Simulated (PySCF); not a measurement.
**SnF₃: one geometry, several methods**

Aim: at the PBE0 minimum of doublet SnF₃, found before, compare methods on energies and levels.

Program: PySCF 2.14.0. Level of theory: several methods, basis Sn def2-SVP with ECP28, F def2-SVP, scalar-relativistic core potentials, no spin–orbit coupling, density fitting. These are calculated values, not measurements.

## (1) Where the work starts

4 atoms, charge 0, spin multiplicity 2.

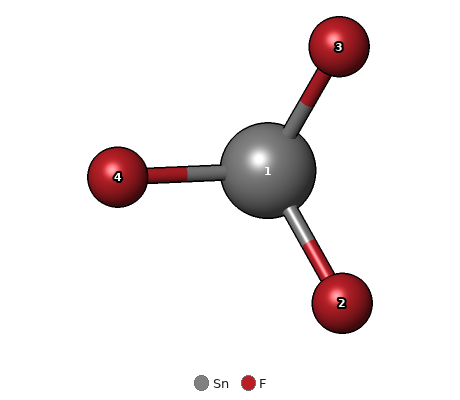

The starting geometry (tin grey, fluorine red); atoms are numbered from 1 in the order of the file.

```xyz
4
charge 0 multiplicity 2
Sn    0.0000    0.0000   -0.2354
F     1.7838    0.0000    0.5131
F    -0.8919    1.5448    0.5131
F    -0.8919   -1.5448    0.5131
```

## (2) Fields at the lowest minimum

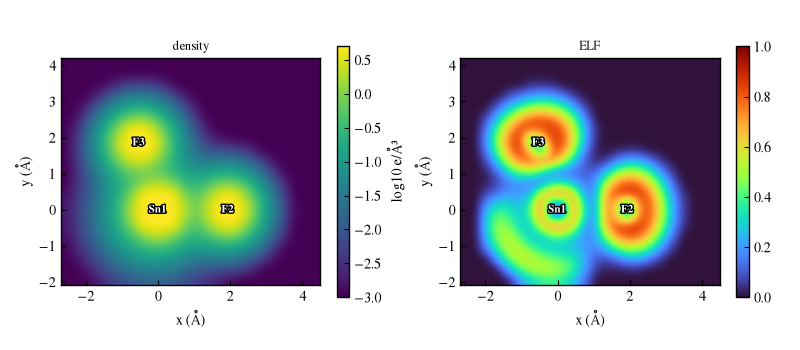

The plane holds Sn1 at (0.00, 0.00), F2 at (1.93, 0.00), F3 at (-0.53, 1.86) Å. ELF is set to 0 where the density is under 0.005 e/Å³; an orbital's overall sign is arbitrary. Electrons inside core potentials are absent.

Orbitals, density, ELF and potential are computed afterwards from the orbital file.

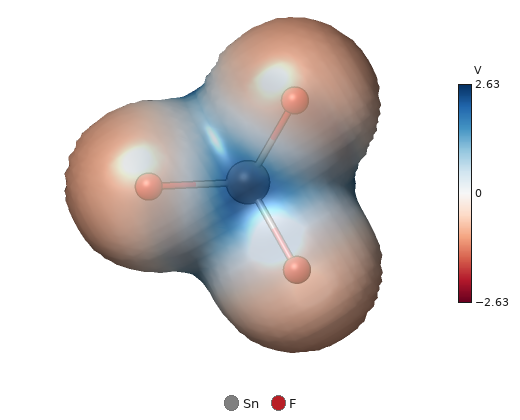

The potential that a unit positive charge feels on the 0.002 e/bohr³ surface, from the 1st to the 99th percentile, from -1.06 V near F4 to 2.63 V near Sn1.

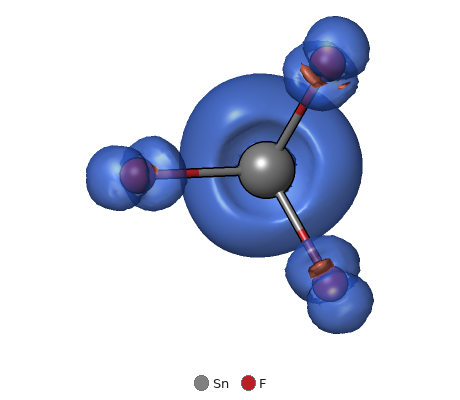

Spin density at ±0.03 e/Å³ (alpha excess blue, beta excess red).

Making the fields needed 1.2 s of wall time on 2 threads of Arm Neoverse V2, shared host.

## (3) PBE0

One driver script runs all steps and calls PySCF; scf.py shows the equivalent input of each level. Each SCF starts from the density of the minimum. The driver also runs the species with one electron less or more at the same geometry; their logs are not shown.

scf.py

```python
from pyscf import gto, scf, dft
mol = gto.M(atom='''
Sn    -0.000000    -0.000000    -0.235433
F      1.783816    -0.000007     0.513133
F     -0.891902     1.544834     0.513133
F     -0.891915    -1.544827     0.513133''',
    basis={'Sn': 'def2-SVP', 'F': 'def2-SVP'},
    ecp={'Sn': 'def2-SVP'},
    charge=0, spin=1)
mf = dft.UKS(mol, xc='PBE0')
mf.grids.atom_grid = (75, 302)
aux = {'Sn': 'def2-universal-JKFIT', 'F': 'def2-universal-JKFIT'}
mf = mf.density_fit(auxbasis=aux)
mf.conv_tol = 1e-08
mf.diis_space = 10
mf.max_cycle = 60
mf.verbose = 4
mf.kernel()
```

Launch:

```
$ OMP_NUM_THREADS=2 python axn.py task.json out
```

Log:

```text
init E= -513.352634334348
[... the frontier-level lines of each cycle are left out ...]
cycle= 1 E= -513.352634334269  delta_E= 7.82e-11  |g|= 1.79e-05  |ddm|= 1.85e-05
Extra cycle  E= -513.352634333983  delta_E= 2.87e-10  |g|= 3.38e-05  |ddm|= 3.53e-05
converged SCF energy = -513.352634333983  <S^2> = 0.75385887  2S+1 = 2.0038552
```

This level, with the species of one electron less or more, took 1.6 s.

```
energy                        : -513.352634 Eh
one electron less (charge +1) : -512.939448 Eh (singlet, ⟨S²⟩ 0.00)
one electron more (charge -1) : -513.466207 Eh (singlet, ⟨S²⟩ 0.00)
Mulliken charge of Sn1        : +1.22 e
```

## (4) HF

Changes to scf.py since step 3:

```diff
@@ -10,2 +10 @@
-mf = dft.UKS(mol, xc='PBE0')
-mf.grids.atom_grid = (75, 302)
+mf = scf.UHF(mol)
```

Log:

```text
init E= -511.42913633598
[... the frontier-level lines of each cycle are left out ...]
cycle= 1 E= -511.462324898441  delta_E= -0.0332  |g|= 0.0696  |ddm|= 0.367
cycle= 2 E= -511.46523251341  delta_E= -0.00291  |g|= 0.0293  |ddm|= 0.0874
cycle= 3 E= -511.465866078162  delta_E= -0.000634  |g|= 0.015  |ddm|= 0.0399
cycle= 4 E= -511.466133132854  delta_E= -0.000267  |g|= 0.00512  |ddm|= 0.0316
cycle= 5 E= -511.466204291914  delta_E= -7.12e-05  |g|= 0.0025  |ddm|= 0.0186
cycle= 6 E= -511.466219886803  delta_E= -1.56e-05  |g|= 0.000957  |ddm|= 0.00865
cycle= 7 E= -511.466221869023  delta_E= -1.98e-06  |g|= 0.000241  |ddm|= 0.00343
cycle= 8 E= -511.466221969325  delta_E= -1e-07  |g|= 8.97e-05  |ddm|= 0.000643
cycle= 9 E= -511.466221984895  delta_E= -1.56e-08  |g|= 3.04e-05  |ddm|= 0.000252
cycle= 10 E= -511.466221986796  delta_E= -1.9e-09  |g|= 8.31e-06  |ddm|= 9.44e-05
Extra cycle  E= -511.466221986879  delta_E= -8.31e-11  |g|= 4.83e-06  |ddm|= 1.15e-05
converged SCF energy = -511.466221986879  <S^2> = 0.75900496  2S+1 = 2.0089848
```

This level, with the species of one electron less or more, took 0.7 s.

- energy: -511.466222 Eh
- one electron less (charge +1): -511.041667 Eh (singlet, ⟨S²⟩ 0.00)
- one electron more (charge -1): -511.556609 Eh (singlet, ⟨S²⟩ 0.00)
- Mulliken charge of Sn1: +1.67 e

## (5) PBE

Changes to scf.py since step 4:

```diff
@@ -10 +10,2 @@
-mf = scf.UHF(mol)
+mf = dft.UKS(mol, xc='PBE')
+mf.grids.atom_grid = (75, 302)
```

Log:

```text
init E= -513.351663129959
[... the frontier-level lines of each cycle are left out ...]
cycle= 1 E= -513.352768680167  delta_E= -0.00111  |g|= 0.0962  |ddm|= 0.259
cycle= 2 E= -513.334816629433  delta_E= 0.018  |g|= 0.239  |ddm|= 0.304
cycle= 3 E= -513.356860578512  delta_E= -0.022  |g|= 0.0105  |ddm|= 0.189
cycle= 4 E= -513.356927089215  delta_E= -6.65e-05  |g|= 0.00111  |ddm|= 0.018
cycle= 5 E= -513.35692763896  delta_E= -5.5e-07  |g|= 0.000158  |ddm|= 0.00172
cycle= 6 E= -513.35692764174  delta_E= -2.78e-09  |g|= 0.000124  |ddm|= 0.000212
cycle= 7 E= -513.356927646086  delta_E= -4.35e-09  |g|= 6.89e-05  |ddm|= 0.000134
Extra cycle  E= -513.356927631591  delta_E= 1.45e-08  |g|= 0.000205  |ddm|= 0.000229
converged SCF energy = -513.356927631591  <S^2> = 0.75143712  2S+1 = 2.0014366
```

This level, with the species of one electron less or more, took 3.5 s.

```
energy                        : -513.356928 Eh
one electron less (charge +1) : -512.961489 Eh (singlet, ⟨S²⟩ 0.00)
one electron more (charge -1) : -513.461379 Eh (singlet, ⟨S²⟩ 0.00)
Mulliken charge of Sn1        : +1.03 e
```

## (6) B3LYP

Changes to scf.py since step 5:

```diff
@@ -10 +10 @@
-mf = dft.UKS(mol, xc='PBE')
+mf = dft.UKS(mol, xc='B3LYP')
```

Log:

```text
init E= -513.70052501873
[... the frontier-level lines of each cycle are left out ...]
cycle= 1 E= -513.701150453415  delta_E= -0.000625  |g|= 0.0201  |ddm|= 0.0595
cycle= 2 E= -513.700925709398  delta_E= 0.000225  |g|= 0.0331  |ddm|= 0.0345
cycle= 3 E= -513.701289584025  delta_E= -0.000364  |g|= 0.00215  |ddm|= 0.0236
cycle= 4 E= -513.701292774077  delta_E= -3.19e-06  |g|= 0.000636  |ddm|= 0.00406
cycle= 5 E= -513.701293170921  delta_E= -3.97e-07  |g|= 0.000195  |ddm|= 0.00147
cycle= 6 E= -513.701293206105  delta_E= -3.52e-08  |g|= 5.01e-05  |ddm|= 0.000522
cycle= 7 E= -513.701293206043  delta_E= 6.13e-11  |g|= 6.04e-05  |ddm|= 8.26e-05
Extra cycle  E= -513.701293201426  delta_E= 4.62e-09  |g|= 0.000129  |ddm|= 0.000132
converged SCF energy = -513.701293201426  <S^2> = 0.75325974  2S+1 = 2.0032571
```

This level, with the species of one electron less or more, needed 2.9 s of wall time on 2 threads of Arm Neoverse V2, shared host.

* energy: -513.701293 Eh
* one electron less (charge +1): -513.289595 Eh (singlet, ⟨S²⟩ 0.00)
* one electron more (charge -1): -513.817032 Eh (singlet, ⟨S²⟩ 0.00)
* Mulliken charge of Sn1: +1.17 e

## (7) r2SCAN

Changes to scf.py since step 6:

```diff
@@ -10,2 +10,2 @@
-mf = dft.UKS(mol, xc='B3LYP')
-mf.grids.atom_grid = (75, 302)
+mf = dft.UKS(mol, xc='R2SCAN')
+mf.grids.atom_grid = (90, 434)
```

Log:

```text
init E= -513.59178800436
[... the frontier-level lines of each cycle are left out ...]
cycle= 1 E= -513.592723047613  delta_E= -0.000935  |g|= 0.017  |ddm|= 0.0994
cycle= 2 E= -513.5923461261  delta_E= 0.000377  |g|= 0.0365  |ddm|= 0.0581
cycle= 3 E= -513.592880216711  delta_E= -0.000534  |g|= 0.00235  |ddm|= 0.0308
cycle= 4 E= -513.5928836899  delta_E= -3.47e-06  |g|= 0.000245  |ddm|= 0.00446
cycle= 5 E= -513.59288371298  delta_E= -2.31e-08  |g|= 0.000116  |ddm|= 0.000325
cycle= 6 E= -513.592883716206  delta_E= -3.23e-09  |g|= 0.000102  |ddm|= 0.000186
cycle= 7 E= -513.592883720175  delta_E= -3.97e-09  |g|= 2.22e-05  |ddm|= 9.52e-05
Extra cycle  E= -513.592883719438  delta_E= 7.37e-10  |g|= 5.03e-05  |ddm|= 5.99e-05
converged SCF energy = -513.592883719438  <S^2> = 0.75349151  2S+1 = 2.0034885
```

This level, with the species of one electron less or more, took 7.8 s.

| Quantity | Value |
| --- | --- |
| energy | -513.592884 Eh |
| one electron less (charge +1) | -513.182622 Eh (singlet, ⟨S²⟩ 0.00) |
| one electron more (charge -1) | -513.703050 Eh (singlet, ⟨S²⟩ 0.00) |
| Mulliken charge of Sn1 | +1.18 e |

## (8) TPSSh

Changes to scf.py since step 7:

```diff
@@ -10 +10 @@
-mf = dft.UKS(mol, xc='R2SCAN')
+mf = dft.UKS(mol, xc='TPSSH')
```

Log:

```text
init E= -513.5451287833
[... the frontier-level lines of each cycle are left out ...]
cycle= 1 E= -513.545915955342  delta_E= -0.000787  |g|= 0.0178  |ddm|= 0.0765
cycle= 2 E= -513.545621016108  delta_E= 0.000295  |g|= 0.0339  |ddm|= 0.0461
cycle= 3 E= -513.546055715832  delta_E= -0.000435  |g|= 0.00164  |ddm|= 0.0267
cycle= 4 E= -513.546056731549  delta_E= -1.02e-06  |g|= 0.000227  |ddm|= 0.00185
cycle= 5 E= -513.546056762477  delta_E= -3.09e-08  |g|= 7.54e-05  |ddm|= 0.000415
cycle= 6 E= -513.546056765545  delta_E= -3.07e-09  |g|= 3.43e-05  |ddm|= 0.000133
Extra cycle  E= -513.546056763732  delta_E= 1.81e-09  |g|= 7.85e-05  |ddm|= 8.38e-05
converged SCF energy = -513.546056763732  <S^2> = 0.75279234  2S+1 = 2.0027904
```

This level, with the species of one electron less or more, took 7.1 s.

| Property | Result |
| --- | --- |
| energy | -513.546057 Eh |
| one electron less (charge +1) | -513.142072 Eh (singlet, ⟨S²⟩ 0.00) |
| one electron more (charge -1) | -513.654150 Eh (singlet, ⟨S²⟩ 0.00) |
| Mulliken charge of Sn1 | +1.16 e |

## (9) revPBE

Changes to scf.py since step 8:

```diff
@@ -10,2 +10,2 @@
-mf = dft.UKS(mol, xc='TPSSH')
-mf.grids.atom_grid = (90, 434)
+mf = dft.UKS(mol, xc='PBE_R,PBE')
+mf.grids.atom_grid = (75, 302)
```

Log:

```text
init E= -513.578295911243
[... the frontier-level lines of each cycle are left out ...]
cycle= 1 E= -513.579281211949  delta_E= -0.000985  |g|= 0.0843  |ddm|= 0.234
cycle= 2 E= -513.565793159189  delta_E= 0.0135  |g|= 0.207  |ddm|= 0.268
cycle= 3 E= -513.582450971002  delta_E= -0.0167  |g|= 0.00918  |ddm|= 0.165
cycle= 4 E= -513.582502545622  delta_E= -5.16e-05  |g|= 0.000901  |ddm|= 0.016
cycle= 5 E= -513.582502847532  delta_E= -3.02e-07  |g|= 0.000147  |ddm|= 0.00127
cycle= 6 E= -513.582502851169  delta_E= -3.64e-09  |g|= 0.000111  |ddm|= 0.0002
cycle= 7 E= -513.582502854829  delta_E= -3.66e-09  |g|= 5.76e-05  |ddm|= 0.000121
Extra cycle  E= -513.582502845077  delta_E= 9.75e-09  |g|= 0.000169  |ddm|= 0.000188
converged SCF energy = -513.582502845077  <S^2> = 0.75167397  2S+1 = 2.0016733
```

This level, with the species of one electron less or more, took 3.4 s.

```
energy                        : -513.582503 Eh
one electron less (charge +1) : -513.189726 Eh (singlet, ⟨S²⟩ 0.00)
one electron more (charge -1) : -513.683390 Eh (singlet, ⟨S²⟩ 0.00)
Mulliken charge of Sn1        : +1.05 e
```

## (10) TPSS

Changes to scf.py since step 9:

```diff
@@ -10,2 +10,2 @@
-mf = dft.UKS(mol, xc='PBE_R,PBE')
-mf.grids.atom_grid = (75, 302)
+mf = dft.UKS(mol, xc='TPSS')
+mf.grids.atom_grid = (90, 434)
```

Log:

```text
init E= -513.565229370859
[... the frontier-level lines of each cycle are left out ...]
cycle= 1 E= -513.567020945111  delta_E= -0.00179  |g|= 0.055  |ddm|= 0.177
cycle= 2 E= -513.56173788433  delta_E= 0.00528  |g|= 0.131  |ddm|= 0.171
cycle= 3 E= -513.568415788218  delta_E= -0.00668  |g|= 0.00607  |ddm|= 0.104
cycle= 4 E= -513.568437854816  delta_E= -2.21e-05  |g|= 0.000553  |ddm|= 0.0099
cycle= 5 E= -513.568438015067  delta_E= -1.6e-07  |g|= 8.32e-05  |ddm|= 0.000892
cycle= 6 E= -513.56843801577  delta_E= -7.03e-10  |g|= 7.47e-05  |ddm|= 0.000154
Extra cycle  E= -513.568438001576  delta_E= 1.42e-08  |g|= 0.000206  |ddm|= 0.00024
converged SCF energy = -513.568438001576  <S^2> = 0.75204646  2S+1 = 2.0020454
```

This level, with the species of one electron less or more, needed 7.8 s of wall time on 2 threads of Arm Neoverse V2, shared host.

| Property | Result |
| --- | --- |
| energy | -513.568438 Eh |
| one electron less (charge +1) | -513.171405 Eh (singlet, ⟨S²⟩ 0.00) |
| one electron more (charge -1) | -513.672741 Eh (singlet, ⟨S²⟩ 0.00) |
| Mulliken charge of Sn1 | +1.09 e |

## (11) The ladder

| level | atomisation energy (kJ/mol) | vertical ionisation energy (eV) | vertical electron affinity (eV) | −ε(HOMO) (eV) | gap (eV) | dipole (D) | wall time |
| --- | --- | --- | --- | --- | --- | --- | --- |
| PBE0 | 1185 | 11.24 | 3.09 | 8.66 | 3.17 | 3.12 | 1.6 s |
| HF | 730 | 11.55 | 2.46 | 12.20 | 10.37 | 3.95 | 0.7 s |
| PBE | 1296 | 10.76 | 2.84 | 7.18 | 0.94 | 2.67 | 3.5 s |
| B3LYP | 1201 | 11.20 | 3.15 | 8.36 | 2.52 | 3.01 | 2.9 s |
| r2SCAN | – | 11.16 | 3.00 | 7.73 | 1.63 | 2.95 | 7.8 s |
| TPSSh | 1213 | 10.99 | 2.94 | 7.89 | 2.03 | 2.94 | 7.1 s |
| revPBE | – | 10.69 | 2.75 | 7.13 | 1.03 | 2.69 | 3.4 s |
| TPSS | – | 10.80 | 2.84 | 7.30 | 1.18 | 2.76 | 7.8 s |

Times are for 2 threads of Arm Neoverse V2, shared host; PBE0 starts from its own converged density, so its time is not comparable. A dash stands where a species or a free atom was not run at that level, or the quantity is not defined.

Atomisation goes to high-spin atoms in their ground configurations, run at the same level, without zero-point energy.

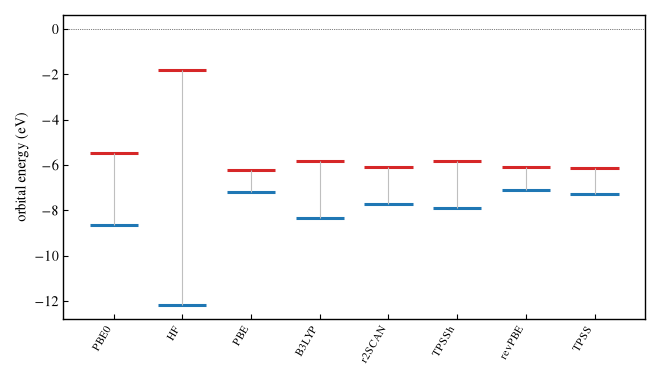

Highest occupied (blue) and lowest empty (red) levels by method.

## (12) Outcome

| quantity | value |
| --- | --- |
| atomisation energy, range | 730 (HF) to 1296 (PBE) kJ/mol |
| vertical ionisation energy, range | 10.69 (revPBE) to 11.55 (HF) eV |
| vertical electron affinity, range | 2.46 (HF) to 3.15 (B3LYP) eV |
| orbital gap, range | 0.94 (PBE) to 10.37 (HF) eV |

In words: The atomisation energy spreads over 566 kJ/mol, from HF to PBE; without a CCSD(T) value for it there is no yardstick here. Without diffuse functions electron affinities tend to come out too low. With an element this heavy the missing spin–orbit coupling can shift these numbers.
